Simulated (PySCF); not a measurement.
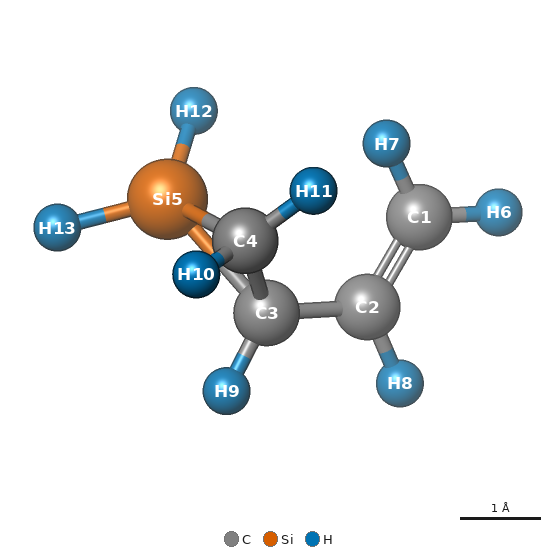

Orthographic view. Atoms fade into the background with distance from the viewer. Geometry: a frame of a GFN2-xTB molecular-dynamics simulation, not a minimum.

Write the connection table.

C1: C2, H6, H7
C2: C1, C3, H8
C3: C2, C4, Si5, H9
C4: C3, Si5, H10, H11
Si5: C3, C4, H12, H13
(terminal hydrogens appear only as neighbours)
